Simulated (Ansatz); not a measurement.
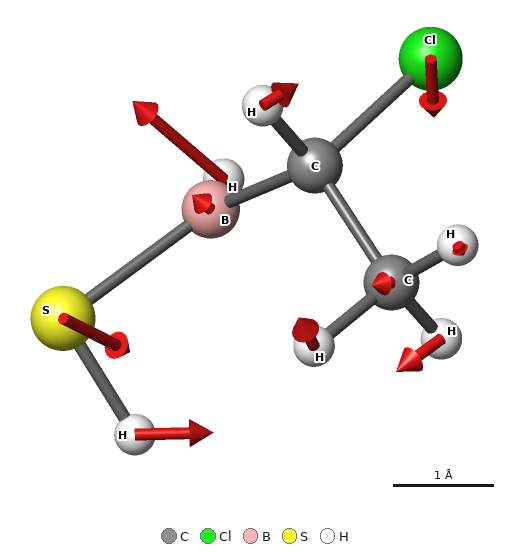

This is a relaxation of C₂H₆BClS (coarse preliminary run). The starting structure is drawn; red arrows show the displacements, at their true length. The two geometries are superimposed by the best rigid fit.

Style: ball-and-stick. Shown from a free direction.

The start comes from a force field.

Method: Ansatz, RKS PBE-D4/def2-SVP.

Input
```yaml
crystal:
  periodic: [false, false, false]
  atoms:
    - {symbol: C, position_ang: [-0.661800, -0.811700, 0.753000]}
    - {symbol: C, position_ang: [0.260900, 0.404300, 0.681700]}
    - {symbol: Cl, position_ang: [1.595500, 0.113400, 1.779000]}
    - {symbol: B, position_ang: [0.895400, 0.635300, -0.801400]}
    - {symbol: S, position_ang: [-0.344200, 1.105900, -2.210400]}
    - {symbol: H, position_ang: [-1.074900, -0.883500, 1.780600]}
    - {symbol: H, position_ang: [-0.187400, -1.704800, 0.420000]}
    - {symbol: H, position_ang: [-1.551600, -0.558100, 0.083500]}
    - {symbol: H, position_ang: [-0.252000, 1.350300, 1.047500]}
    - {symbol: H, position_ang: [1.978800, 0.523400, -1.002000]}
    - {symbol: H, position_ang: [-0.593400, -0.231600, -2.510800]}
basis:
  gaussian: {orbitals: def2-SVP}
hamiltonian: {xc: pbe, dispersion: d4}
relax: {f_tol: 0.03, max_steps: 200}
```

Launched with:
```bash
ansatz run in.yaml --threads 4 --pin off --events-out ev --progress --plain --max-ram 10444MiB
```

> What did the optimiser do to the structure, and how much energy did it gain?

Over 21 geometry steps the energy falls by 128.3 kJ/mol. Largest force component: 4.5 eV/Å at the start, 0.02 eV/Å at the end. The largest move after the best rigid fit is that of H10, 1.44 Å. By element the largest moves are H 1.44 Å, S 1.19 Å, Cl 0.83 Å, B 0.29 Å, C 0.28 Å. Among the contacts that change: B4–S5 1.935 → 1.786 Å, B4–H10 1.107 → 1.213 Å, C2–Cl3 1.752 → 1.849 Å, C1–H7 1.065 → 1.109 Å. Among the angles between lasting bonds that change: Cl3–C2–B4 107.3° → 97.2°, C2–B4–S5 116.6° → 125.7°, C1–C2–B4 113.0° → 120.9°. Groups turn about B4–S5 by about 90°, C2–B4 by about 80°.
